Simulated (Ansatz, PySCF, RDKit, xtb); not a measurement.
# GaBH2ClF: from the formula to a structure, part 1 of 2

Given the formula GaBH2ClF and nothing else, which arrangement of the atoms is the most stable in the gas at 298.15 K, and what are its properties?

The funnel: GFN2-xTB relaxations, single points with a density functional, relaxations at PBE0-D3(BJ)/def2-SVP, harmonic vibrations, and a last energy at a higher level. All values are calculated.

7 further runs of the same task are left out: 7 set aside as unsound or not needed.

## 1. Drawing up candidates

A program enumerates the bonding patterns with one Lewis structure each (two rings at most, one unusual centre or charged pair), with their diastereomers. O–O, O–halogen and N–halogen bonds and N–N–N chains are not drawn. That gives 10 candidates.

| label | SMILES | spin |
| --- | --- | --- |
| c095 | [F][GaH][BH]Cl | singlet |
| c107 | F[BH2-][Ga+][Cl] | singlet |
| c280 | [BH2][Ga]([F])[Cl] | singlet |
| c495 | [F][Ga+][BH2-]Cl | singlet |
| c544 | F[BH][GaH][Cl] | singlet |
| c553 | [F][GaH2-][B+]Cl | singlet |
| c622 | F[B@H-](Cl)[GaH+] | singlet |
| c784 | [BH+][Ga@H-]([F])[Cl] | singlet |
| c838 | F[B](Cl)[GaH2] | singlet |
| c907 | F[B+][GaH2-][Cl] | singlet |

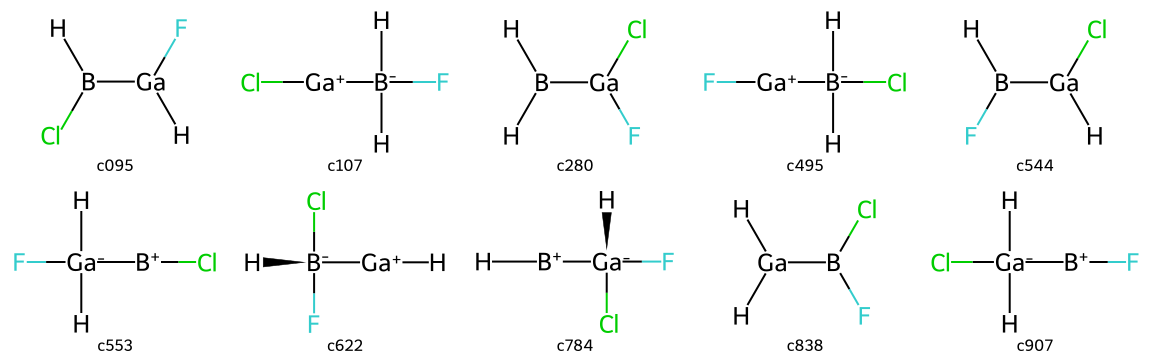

Structural formulas of the candidates.

Candidates are built by distance geometry, with a force field where one applies, in up to four conformers (letters a to d). 16 starts with atoms placed at random are added, to find patterns that the rules miss.

## 2. First filter: tight binding

All 38 starts are relaxed the same way. One of them, c907a (enumerated, embedded by distance geometry), in full:

Input file start.xyz:

```xyz
6
c907a
B     -0.972476     3.070457    -0.302130
Cl    -0.720800     0.790114     2.497496
F     -1.702806     4.145730    -0.712582
Ga    -0.455689     1.224826     0.379442
H      1.007997     0.860518    -0.017826
H     -1.433056     0.256648    -0.523766
```

Run with:

```
$ xtb start.xyz --gfn 2 --opt
```

The program printed, shortened:

```text
* xtb version 6.7.1
[...]
          :  # basis functions                  30          :
[...]
          :  # electrons                        22          :
[...]
          :  Hamiltonian                  GFN2-xTB          :
[...]
          :  net charge                          0          :
          :  unpaired electrons                  0          :
[...]
   *** convergence criteria satisfied after 30 iterations ***
[...]
   *** GEOMETRY OPTIMIZATION CONVERGED AFTER 24 ITERATIONS ***
[...]
   *** convergence criteria satisfied after 3 iterations ***
[...]
         ::                     SUMMARY                     ::
         :::::::::::::::::::::::::::::::::::::::::::::::::::::
         :: total energy             -12.747374614936 Eh    ::
         :: gradient norm              0.000266665043 Eh/a0 ::
         :: HOMO-LUMO gap              2.658391947265 eV    ::
         ::.................................................::
         :: SCC energy               -12.793347312183 Eh    ::
         :: -> isotropic ES            0.034278976358 Eh    ::
         :: -> anisotropic ES          0.000972432834 Eh    ::
         :: -> anisotropic XC         -0.003878991006 Eh    ::
         :: -> dispersion             -0.003499318126 Eh    ::
         :: repulsion energy           0.045972697248 Eh    ::
         :: add. restraining           0.000000000000 Eh    ::
         :: total charge              -0.000000000000 e     ::
         :::::::::::::::::::::::::::::::::::::::::::::::::::::
[...]
        11        2.0000           -0.4304793             -11.7139 (HOMO)
        12                         -0.3327852              -9.0555 (LUMO)
[...]
     #   Z          covCN         q      C6AA      α(0)
     1   5 B        1.606     0.396    33.919    12.274
     2  17 Cl       0.793    -0.097   102.053    15.454
     3   9 F        0.723    -0.072    10.006     3.735
     4  31 Ga       3.480    -0.143   222.592    33.458
     5   1 H        0.908    -0.024     3.506     2.929
     6   1 H        0.894    -0.060     4.350     3.264
[...]
     #   Z sym  total        # sym  WBO       # sym  WBO       # sym  WBO
 ---------------------------------------------------------------------------
     1   5 B    2.428 --     3 F    1.476     4 Ga   0.683     6 H    0.126
     2  17 Cl   1.546 --     4 Ga   1.342
     3   9 F    1.539 --     1 B    1.476
     4  31 Ga   3.595 --     2 Cl   1.342     5 H    0.811     6 H    0.730
                             1 B    0.683
     5   1 H    0.999 --     4 Ga   0.811
     6   1 H    0.996 --     4 Ga   0.730     1 B    0.126
 ---------------------------------------------------------------------------
[...]
molecular dipole:
                 x           y           z       tot (Debye)
 q only:        0.011       1.226      -0.560
   full:       -0.494       1.324      -0.607       3.909
molecular quadrupole (traceless):
[...]
          | TOTAL ENERGY              -12.747374614936 Eh   |
          | GRADIENT NORM               0.000266665043 Eh/α |
          | HOMO-LUMO GAP               2.658391947265 eV   |
           -------------------------------------------------
[...]
```

It took 0.079 s on 2 threads of Intel Xeon 6975P-C (Granite Rapids), shared host.

## 3. The minima found

38 of the 38 relaxations converged; 14 ended on a minimum already found. 24 distinct structures remain, the lowest 22 here:

```
label             start              SMILES after     spin  energy (kcal/mol)           note
 c843            random      [BH2]1[F][Ga][Cl]1 ‡  singlet                0.0               
c495b  drawn and random       [BH2][Cl].[F][Ga] ‡  singlet               10.1  loosely bound
c495a             drawn       [BH2][Cl].[F][Ga] ‡  singlet               11.5  loosely bound
c107b  drawn and random          F[BH2-][Ga+][Cl]  singlet               19.2               
c107c             drawn          F[BH2-][Ga+][Cl]  singlet               19.2               
c280b  drawn and random        [BH2][Ga]([F])[Cl]  singlet               41.4               
c280d             drawn        [BH2][Ga]([F])[Cl]  singlet               42.3               
c544a             drawn            F[BH][GaH][Cl]  singlet               60.3               
c622a             drawn       [F][BH][Cl].[GaH] ‡  singlet               60.4  loosely bound
c544d             drawn            F[BH][GaH][Cl]  singlet               61.4               
c544c             drawn            F[BH][GaH][Cl]  singlet               61.6               
c095a             drawn            [F][GaH][BH]Cl  singlet               61.7               
c095c             drawn            [F][GaH][BH]Cl  singlet               63.5               
 c427            random            [F][GaH][BH]Cl  singlet               63.5               
 c698            random            [F][GaH][BH]Cl  singlet               63.5               
c838a             drawn            F[B](Cl)[GaH2]  singlet               91.5               
 c313            random  [B][Cl].[F][Ga].[H][H] ‡  singlet               92.1     fell apart
c907a             drawn          F[B+][GaH2-][Cl]  singlet               97.9               
c553a             drawn          [F][GaH2-][B+]Cl  singlet               98.9               
 c736            random   [Cl][Ga].[H][H][B][F] ‡  singlet              100.0     fell apart
c553b             drawn          [F][GaH2-][B+]Cl  singlet              100.7               
 c199            random       [ClH].[F][BH][Ga] ‡  singlet              109.6  loosely bound
```

‡ marks the bonded skeleton alone, with all bonds drawn single: no Lewis structure was assigned that passes a check against the bond lengths.

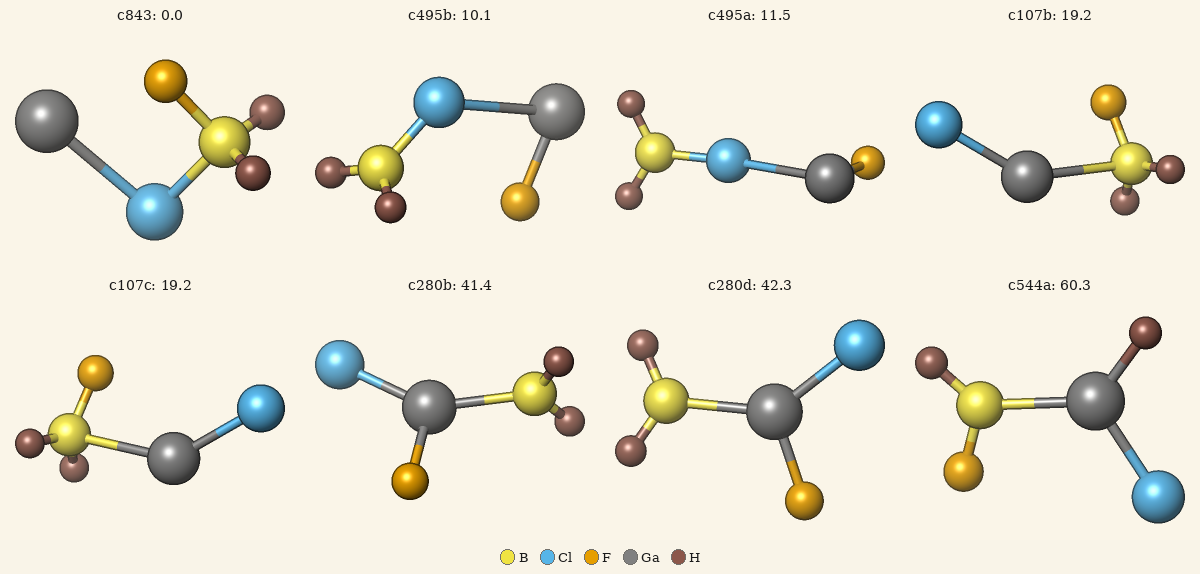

The 8 lowest minima that did not fall apart, with their GFN2-xTB energies in kcal/mol.

## 4. Second filter: single points

A choice of the minima (the low ones first, few conformers of a pattern, up to a cap) and the lowest that fell apart get a single point at r2SCAN-D4/def2-SVP on the tight-binding geometry, and one at HF/STO-3G for comparison. The lowest singlets are also tried as triplets at the same geometry (label ending in t). The first, c843:

Input file input.yaml:

```yaml
crystal:
  periodic: [false, false, false]
  atoms:
    - {symbol: B, position_ang: [0.957641, -0.614001, 0.381858]}
    - {symbol: Cl, position_ang: [-0.798767, -1.228109, 0.581725]}
    - {symbol: F, position_ang: [0.666193, 0.787281, -0.074227]}
    - {symbol: Ga, position_ang: [-1.544296, 0.995030, -0.154357]}
    - {symbol: H, position_ang: [1.493158, -1.194054, -0.493780]}
    - {symbol: H, position_ang: [1.493931, -0.568607, 1.430751]}
basis:
  gaussian: {orbitals: def2-SVP}
scf: {lower_state_search: off}
output: {orbitals: {seedname: orbitals}}
hamiltonian: {xc: {name: r2SCAN}, dispersion: d4}
magnetization: {spin_polarized: false, initial_magnetization: 0}
```

Run with:

```
$ ansatz run input.yaml --threads 2 --pin off --max-ram 4350MiB --events-out events.jsonl --progress --plain --runs-dir runs
```

The program printed, shortened:

```text
Warning: RAYON_NUM_THREADS=2 ignored (pool sized by the plan → 2); use --threads N
Functional definition: r2SCAN
  name "r2SCAN"
[...]
968 factors; their error is unknown
[...]
mean field -68313.01178594 eV, -2510.4568789107 hartree, gradient 4.7e-6 eV, S^2 0.000000; 0 other end points of the search recorded, 0 dependent functions left out
reference -68313.01179621 eV, -2510.4568792883 hartree; 32, 32 occupied and 56, 56 virtual orbitals, 968 factors
Total energy: -68313.04354974 eV, -2510.4580462089 hartree
Checks for a lower state left out: stability, starts, cluster_reference, orbital_swaps, neighbouring_geometries, increment
```

Wall time 0.85 s (2 threads of Intel Xeon 6975P-C (Granite Rapids), shared host).

Relative energies in kcal/mol, each column from its lowest structure that stays in one piece:

| label | SMILES | spin | GFN2-xTB | HF/STO-3G | r2SCAN-D4/def2-SVP |
| --- | --- | --- | --- | --- | --- |
| c843 | [BH2]1[F][Ga][Cl]1 ‡ | singlet | 0.0 | 0.0 | 0.0 |
| c107b | F[BH2-][Ga+][Cl] | singlet | 19.2 | 6.9 | 5.1 |
| c107c | F[BH2-][Ga+][Cl] | singlet | 19.2 | 6.6 | 5.1 |
| c495b | [BH2][Cl].[F][Ga] ‡ | singlet | 10.1 | 66.4 | 27.8 |
| c495a | [BH2][Cl].[F][Ga] ‡ | singlet | 11.5 | 67.4 | 30.1 |
| c843t | [BH2]1[F][Ga][Cl]1 ‡ | triplet | – | – | 81.6 |
| c107bt | F[BH2-][Ga+][Cl] | triplet | – | – | 83.4 |
| c313 | [B][Cl].[F][Ga].[H][H] ‡ | singlet | 92.1 | 192.6 | 114.5 |

‡ marks the bonded skeleton alone, with all bonds drawn single: no Lewis structure was assigned that passes a check against the bond lengths.

## 5. Third filter: density-functional geometries

3 candidates are relaxed at PBE0-D3(BJ)/def2-SVP (chosen among the lowest in one piece). The first, c843:

Input file input.yaml:

```yaml
crystal:
  periodic: [false, false, false]
  atoms:
    - symbol: B
      position_ang: [0.957641, -0.614001, 0.381858]
    - symbol: Cl
      position_ang: [-0.798767, -1.228109, 0.581725]
    - symbol: F
      position_ang: [0.666193, 0.787281, -0.074227]
    - symbol: Ga
      position_ang: [-1.544296, 0.995030, -0.154357]
    - symbol: H
      position_ang: [1.493158, -1.194054, -0.493780]
    - symbol: H
      position_ang: [1.493931, -0.568607, 1.430751]
basis:
  gaussian: {orbitals: def2-SVP}
hamiltonian: {xc: pbe0, dispersion: d3bj}
scf: {lower_state_search: "off"}
relax: {f_tol: 0.003}
```

Run with:

```
$ ansatz run input.yaml --threads 2 --pin off --max-ram 4350MiB --events-out events.jsonl --progress --plain --runs-dir runs
```

The program printed, shortened:

```text
Warning: RAYON_NUM_THREADS=2 ignored (pool sized by the plan → 2); use --threads N
[...]
Functional definition: PBE0
  name "PBE0"
[...]
922 factors; integrals over basis functions are off by at most 2.4e-4 eV
[...]
mean field -68301.12656304 eV, -2510.0201050252 hartree, gradient 1.8e-6 eV, S^2 0.000000; 0 other end points of the search recorded, 0 dependent functions left out
[...]
reference -68301.12658918 eV, -2510.0201059861 hartree; 32, 32 occupied and 56, 56 virtual orbitals, 922 factors
relax step   1: F+E_penalty+E_count = -68301.24336131 eV  Δ(F+E_penalty+E_count) = +0.000e0 eV  max|allowed force component| = 1.550e0 eV/Å  Δτ_max = 0.0000 Å  (15 SCF iters, accepted)
[...]
relax step   7: F+E_penalty+E_count = -68301.41040105 eV  Δ(F+E_penalty+E_count) = -7.061e-5 eV  max|allowed force component| = 5.484e-3 eV/Å  Δτ_max = 0.0017 Å  (13 SCF iters, accepted)
[...]
relax step   8: F+E_penalty+E_count = -68301.41040559 eV  Δ(F+E_penalty+E_count) = -4.536e-6 eV  max|allowed force component| = 2.200e-3 eV/Å  Δτ_max = 0.0010 Å  (12 SCF iters, accepted)
Total energy: -68301.41043188 eV, -2510.0305370126 hartree
Atom 0 at     0.989640    -0.555593     0.362127 Å, force     0.002200    -0.001653     0.000598 eV/Å
Atom 1 at    -0.868357    -1.298426     0.602151 Å, force    -0.000347     0.000613    -0.000226 eV/Å
Atom 2 at     0.648990     0.798566    -0.081259 Å, force    -0.001395     0.001450    -0.000533 eV/Å
Atom 3 at    -1.474043     0.987790    -0.147303 Å, force     0.000075    -0.000153     0.000122 eV/Å
Atom 4 at     1.487343    -1.203135    -0.527948 Å, force    -0.000206    -0.000044     0.000381 eV/Å
Atom 5 at     1.484287    -0.551661     1.464200 Å, force    -0.000327    -0.000213    -0.000342 eV/Å
Dipole moment:    -0.506395     0.407152    -0.134171 e Å
Checks for a lower state left out: stability, starts, cluster_reference, orbital_swaps, neighbouring_geometries, increment
```

It took 12 s on 2 threads of Intel Xeon 6975P-C (Granite Rapids), shared host.

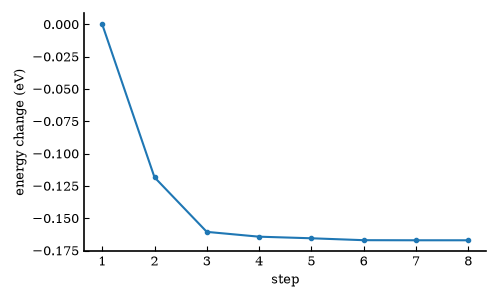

Energy along the run, all evaluated steps.

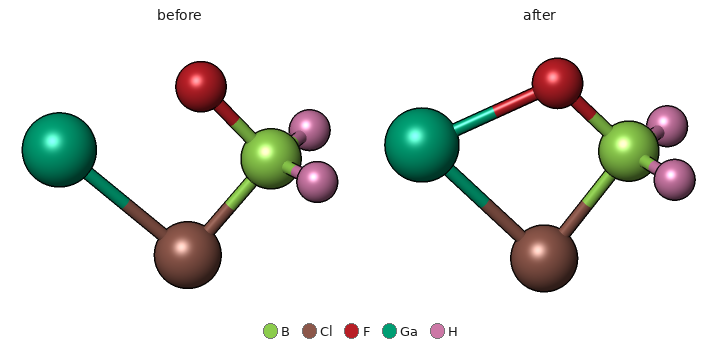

Before and after, at one scale.

After the run. Bond lengths: B1–Cl2 2.015 Å, B1–F3 1.465 Å, Cl2–Ga4 2.481 Å, F3–Ga4 2.132 Å, B1–H5 1.208 Å, B1–H6 1.208 Å. Angles: B1–Cl2–Ga4 81.3°, Cl2–B1–F3 99.3°, B1–F3–Ga4 108.8°, Cl2–Ga4–F3 70.5°, Cl2–B1–H5 105.7°, Cl2–B1–H6 105.7°, F3–B1–H5 111.6°, F3–B1–H6 111.6°, H5–B1–H6 120.3°.

## 6. Ranking at PBE0-D3(BJ)/def2-SVP

```
label     spin  r2SCAN-D4/def2-SVP (kcal/mol)  PBE0-D3(BJ)/def2-SVP, relaxed (kcal/mol)  time                   note
 c843  singlet                            0.0                                       0.0  12 s                       
c107c  singlet                            5.1                                       7.1  46 s  same minimum as c107b
c107b  singlet                            5.1                                       7.1  51 s
```

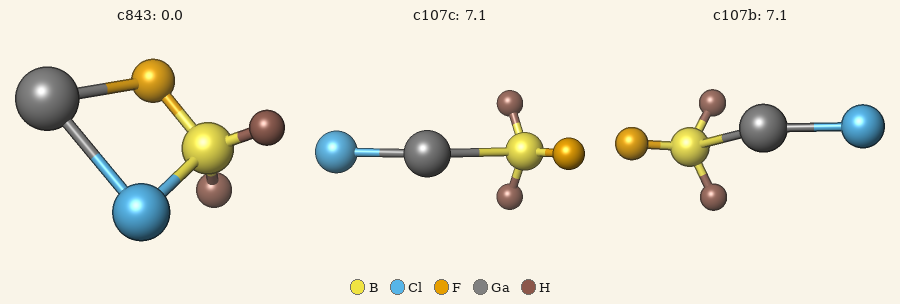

The relaxed structures, with energies at PBE0-D3(BJ)/def2-SVP in kcal/mol.

## 7. Harmonic analysis of the finalists

The lowest few in one piece go on as finalists. Harmonic vibrations at PBE0-D3(BJ)/def2-SVP test each finalist and give the zero-point energy and the thermal terms. The first, c843:

Input file input.yaml:

```yaml
crystal:
  periodic: [false, false, false]
  atoms:
    - {symbol: B, position_ang: [0.989640, -0.555593, 0.362127]}
    - {symbol: Cl, position_ang: [-0.868357, -1.298426, 0.602151]}
    - {symbol: F, position_ang: [0.648990, 0.798566, -0.081259]}
    - {symbol: Ga, position_ang: [-1.474043, 0.987790, -0.147303]}
    - {symbol: H, position_ang: [1.487343, -1.203135, -0.527948]}
    - {symbol: H, position_ang: [1.484287, -0.551661, 1.464200]}
basis:
  gaussian:
    orbitals: def2-SVP
phonons: {}
scf:
  lower_state_search: "off"
hamiltonian:
  xc: {name: PBE0}
  dispersion: d3bj
```

Run with:

```
$ ansatz run input.yaml --threads 2 --pin off --max-ram 4350MiB --events-out events.jsonl --progress --plain --runs-dir runs
```

The program printed, shortened:

```text
Warning: RAYON_NUM_THREADS=2 ignored (pool sized by the plan → 2); use --threads N
Functional definition: PBE0
  name "PBE0"
[...]
919 factors; integrals over basis functions are off by at most 2.7e-4 eV
[...]
mean field -68301.29446263 eV, -2510.0262752216 hartree, gradient 1.4e-6 eV, S^2 0.000000; 0 other end points of the search recorded, 0 dependent functions left out
[...]
reference -68301.29448890 eV, -2510.0262761867 hartree; 32, 32 occupied and 56, 56 virtual orbitals, 919 factors
[...]
919 factors; integrals over basis functions are off by at most 2.7e-4 eV
mean field -68301.29440591 eV, -2510.0262731370 hartree, gradient 9.9e-7 eV, S^2 0.000000; 0 other end points of the search recorded, 0 dependent functions left out
[...]
reference -68301.29443217 eV, -2510.0262741019 hartree; 32, 32 occupied and 56, 56 virtual orbitals, 919 factors
[...]
919 factors; integrals over basis functions are off by at most 2.7e-4 eV
[...]
reference -68301.29442497 eV, -2510.0262738377 hartree; 32, 32 occupied and 56, 56 virtual orbitals, 919 factors
Total energy: -68301.41038021 eV, -2510.0305351140 hartree
Atom 0 at     0.989640    -0.555593     0.362127 Å, force     0.002161    -0.001495     0.000542 eV/Å
Atom 1 at    -0.868357    -1.298426     0.602151 Å, force    -0.000310     0.000354    -0.000140 eV/Å
Atom 2 at     0.648990     0.798566    -0.081259 Å, force    -0.001248     0.001285    -0.000477 eV/Å
Atom 3 at    -1.474043     0.987790    -0.147303 Å, force    -0.000087     0.000102     0.000038 eV/Å
Atom 4 at     1.487343    -1.203135    -0.527948 Å, force    -0.000197    -0.000038     0.000382 eV/Å
Atom 5 at     1.484287    -0.551661     1.464200 Å, force    -0.000319    -0.000208    -0.000346 eV/Å
Dipole moment:    -0.506395     0.407153    -0.134171 e Å
Vibrations: 84.97 174.02 242.55 348.97 479.23 796.29 846.38 957.23 1094.51 1205.52 2574.82 2679.45 cm⁻¹, zero-point energy 0.711914 eV
Checks for a lower state left out: stability, starts, cluster_reference, orbital_swaps, neighbouring_geometries, increment
```

It took 41 s on 2 threads of Intel Xeon 6975P-C (Granite Rapids), shared host.

## 8. Thermal terms of the finalists

At 298.15 K and 1 atm, ideal gas, rigid rotor and harmonic oscillator:

```
label                SMILES     spin  point group  lowest mode (cm⁻¹)  zero-point (kcal/mol)  G − E (kcal/mol)
 c843  [BH2]1[F][Ga][Cl]1 ‡  singlet           Cs                  85                   16.4              -2.8
c107b      F[BH2-][Ga+][Cl]  singlet           Cs                  25                   15.5              -5.6
```

‡ marks the bonded skeleton alone, with all bonds drawn single: no Lewis structure was assigned that passes a check against the bond lengths.

## 9. The final energy

Single points at CCSD(T)/def2-TZVP on the refined geometries decide the order.

c843, CCSD(T)/def2-TZVP:

input.yaml, as its differences from that of step 7:

```diff
@@ -10,9 +10,3 @@
 basis:
-  gaussian:
-    orbitals: def2-SVP
-phonons: {}
-scf:
-  lower_state_search: "off"
-hamiltonian:
-  xc: {name: PBE0}
-  dispersion: d3bj
+  gaussian: {orbitals: def2-TZVP}
+correlation: {method: ccsd_t, frozen_orbitals: {Cl: 5, Ga: 9, F: 1, H: 0, B: 1}}
```

Run with:

```
$ ansatz run input.yaml --threads 2 --pin off --max-ram 4350MiB --events-out events.jsonl --progress --plain --runs-dir runs
```

The program printed, shortened:

```text
Warning: RAYON_NUM_THREADS=2 ignored (pool sized by the plan → 2); use --threads N
Functional definition: HF
  name "HF"
[...]
1042 factors; integrals over basis functions are off by at most 1.1e-3 eV
[...]
mean field -68251.62985695 eV, -2508.2011346265 hartree, gradient 3.0e-6 eV, S^2 0.000000; 0 other end points of the search recorded, 0 dependent functions left out
16 core orbitals not correlated: weight in the atoms' cores, before any rotation towards them, 1.000 or more for the frozen orbitals, at most 0.000 for the correlated occupied ones
reference -68251.62985695 eV, -2508.2011346265 hartree; 16, 16 occupied and 127, 127 virtual orbitals, 1042 factors
second order -20.48161117 eV of doubles, -0.00000000 eV of singles
cycle   1  -20.53796034 eV  change   -5.6e-2 eV  update   1.1e-1
[...]
cycle   9  -21.22146211 eV  change   -2.8e-5 eV  update   2.5e-5
perturbative correction -0.82257942 eV, -0.0302292362 hartree
Total energy: -68273.67389848 eV, -2509.0112382109 hartree
```

It took 20 s on 2 threads of Intel Xeon 6975P-C (Granite Rapids), shared host; peak memory 1.3 GiB.

## 10. c107b at CCSD(T)/def2-TZVP

Input file input.yaml:

```yaml
crystal:
  periodic: [false, false, false]
  atoms:
    - {symbol: B, position_ang: [-1.661008, 0.561148, 1.341974]}
    - {symbol: Cl, position_ang: [-0.318692, -0.874982, -2.455473]}
    - {symbol: F, position_ang: [-2.403760, 0.074160, 2.333825]}
    - {symbol: Ga, position_ang: [-1.346166, -0.938757, -0.523504]}
    - {symbol: H, position_ang: [-0.447294, 0.519902, 1.450436]}
    - {symbol: H, position_ang: [-2.191894, 1.294342, 0.524830]}
basis:
  gaussian: {orbitals: def2-TZVP}
correlation: {method: ccsd_t, frozen_orbitals: {Cl: 5, Ga: 9, F: 1, H: 0, B: 1}}
```

Run with:

```
$ ansatz run input.yaml --threads 2 --pin off --max-ram 4350MiB --events-out events.jsonl --progress --plain --runs-dir runs
```

The program printed, shortened:

```text
Warning: RAYON_NUM_THREADS=2 ignored (pool sized by the plan → 2); use --threads N
Functional definition: HF
  name "HF"
[...]
1042 factors; integrals over basis functions are off by at most 9.5e-4 eV
[...]
mean field -68251.43949386 eV, -2508.1941389123 hartree, gradient 2.1e-6 eV, S^2 0.000000; 0 other end points of the search recorded, 0 dependent functions left out
16 core orbitals not correlated: weight in the atoms' cores, before any rotation towards them, 1.000 or more for the frozen orbitals, at most 0.000 for the correlated occupied ones
reference -68251.43949386 eV, -2508.1941389123 hartree; 16, 16 occupied and 127, 127 virtual orbitals, 1042 factors
second order -20.38807930 eV of doubles, -0.00000000 eV of singles
cycle   1  -20.46844314 eV  change   -8.0e-2 eV  update   1.1e-1
[...]
cycle   9  -21.13633094 eV  change   -2.7e-5 eV  update   3.5e-5
perturbative correction -0.81947909 eV, -0.0301153012 hartree
Total energy: -68273.39530390 eV, -2509.0010000489 hartree
```

It took 17 s on 2 threads of Intel Xeon 6975P-C (Granite Rapids), shared host; peak memory 1.2 GiB.

(Continued in part 2 of 2.)
